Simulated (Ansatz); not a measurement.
## Electronic structure of Br$_{2}$H (charge −1) in real space

The calculation's input:

```
crystal:
  periodic: [false, false, false]
  atoms:
    - {symbol: Br, position_ang: [-0.115601, 0.137484, -1.702867]}
    - {symbol: Br, position_ang: [0.115605, -0.137490, 1.703107]}
    - {symbol: H, position_ang: [-0.000004, 0.000005, -0.000240]}
basis:
  gaussian: {orbitals: "def2-TZVPPD.json"}
total_charge: -1
hamiltonian: {xc: pbe0, dispersion: d4}
output: {orbitals: {seedname: orbitals}}
```

Run with:

```sh
ansatz run in.yaml --threads 2 --pin off --events-out ev --progress --plain --max-ram 5222MiB
```

Geometry: PBE0-D4/def2-TZVPD.

Level of theory: RKS PBE0-D4/def2-TZVPPD in Ansatz 0.2.0.

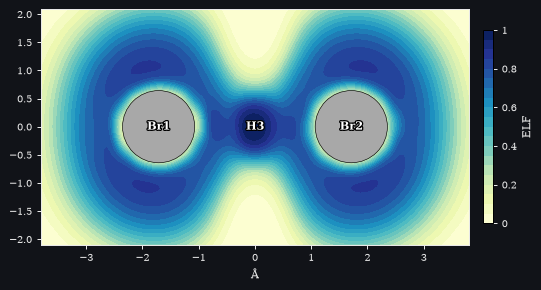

Figure 1. Electron localisation function on a plane that holds the molecular axis. Grey discs cover the atomic cores.

What do the fields say about this system?

- The plane passes through Br and H nuclei.
- Br–H (1.71 Å): the ELF climbs to about 1 towards the hydrogen, as it does in any bond to H.
- The ELF also peaks beside Br1 and Br2, away from the bonds: lone-pair regions.

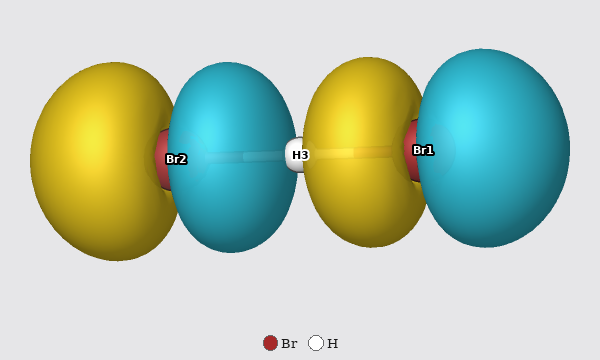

Figure 2. The HOMO at ±0.08 Å⁻³ᐟ² (yellow and cyan are the two phases), seen from one side.

Describe this orbital and give its energy.

Its weight (Hirshfeld) is mainly on Br1 (about 50 %) and Br2 (about 50 %); it is of σ type; it is ungerade (odd under inversion); largely a combination of lone pairs on Br1 and Br2. Its energy is −2.69 eV.

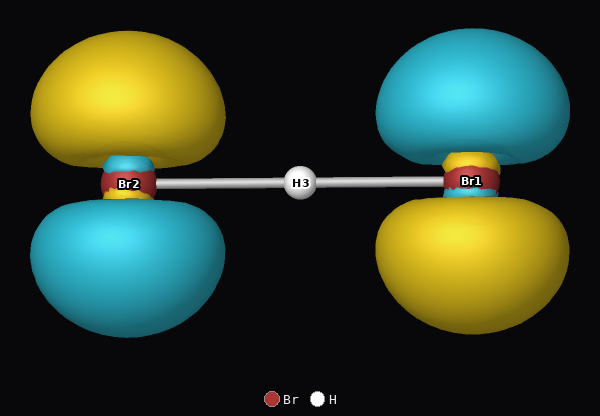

Figure 3. The HOMO−1 at ±0.15 Å⁻³ᐟ² (yellow and cyan are the two phases), seen from one side.

Where does this orbital lie, and at what energy?

It lies mainly on Br1 (about 50 %) and Br2 (about 50 %); it is gerade (even under inversion); largely a combination of lone pairs on Br1 and Br2. It is one of a degenerate set, so its orientation is arbitrary. Its energy is −2.83 eV.
